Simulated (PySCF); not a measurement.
C7H13N3 (SMILES CCC(C)(C)n1nccn1)

```yaml
atoms:
  - { symbol: C, position_ang: [-1.5471, 1.4088, -0.9120] }
  - { symbol: C, position_ang: [-1.5429, 0.3547, 0.1894] }
  - { symbol: C, position_ang: [-0.3697, -0.6389, 0.0985] }
  - { symbol: C, position_ang: [-0.4435, -1.6253, 1.2676] }
  - { symbol: C, position_ang: [-0.3397, -1.3840, -1.2308] }
  - { symbol: N, position_ang: [0.8632, 0.1103, 0.2355] }
  - { symbol: N, position_ang: [1.1522, 0.7545, 1.3377] }
  - { symbol: C, position_ang: [2.3262, 1.3216, 1.0984] }
  - { symbol: C, position_ang: [2.7085, 0.9797, -0.1983] }
  - { symbol: N, position_ang: [1.7564, 0.2130, -0.7124] }
  - { symbol: H, position_ang: [-0.5852, 1.9136, -0.9674] }
  - { symbol: H, position_ang: [-2.3094, 2.1555, -0.7031] }
  - { symbol: H, position_ang: [-1.7619, 0.9669, -1.8814] }
  - { symbol: H, position_ang: [-2.4769, -0.2088, 0.1593] }
  - { symbol: H, position_ang: [-1.4776, 0.8526, 1.1590] }
  - { symbol: H, position_ang: [0.3879, -2.3253, 1.2251] }
  - { symbol: H, position_ang: [-0.3944, -1.0862, 2.2099] }
  - { symbol: H, position_ang: [-1.3731, -2.1864, 1.2263] }
  - { symbol: H, position_ang: [-0.1725, -0.6958, -2.0528] }
  - { symbol: H, position_ang: [-1.2816, -1.9045, -1.3808] }
  - { symbol: H, position_ang: [0.4697, -2.1094, -1.2335] }
  - { symbol: H, position_ang: [2.8223, 1.9218, 1.8320] }
  - { symbol: H, position_ang: [3.5845, 1.2385, -0.7561] }
```

Geometry: GFN2-xTB.

Theory: PySCF, PBE0/pcSseg-1, SCF density, gas phase, non-relativistic.

Predict the electron density and electron localisation function between the atoms.

N–N (1.31 Å): ρ at the midpoint is about 2.7 e/Å³; the ELF peaks at about 0.90 between the atoms; localised, covalent bonding.
C–N (1.33 Å): ρ at the midpoint is about 2.5 e/Å³; the ELF peaks at about 0.90 between the atoms: localised, covalent bonding.
C–C (1.39 Å): ρ at the midpoint is about 2.1 e/Å³; the ELF peaks at about 0.95 between the atoms; a covalent bond.
C–H (1.07 Å): ρ at the midpoint is about 2.1 e/Å³; the ELF climbs to about 1 towards the hydrogen, as it does in any bond to H: a covalent bond by its length.

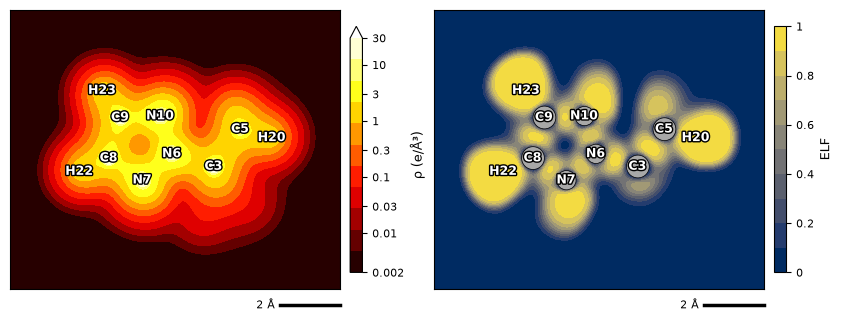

Computed electron density and electron localisation function on the plane of atoms C3, N6 and N10, in this order. Grey discs cover the atomic cores in the ELF map. 
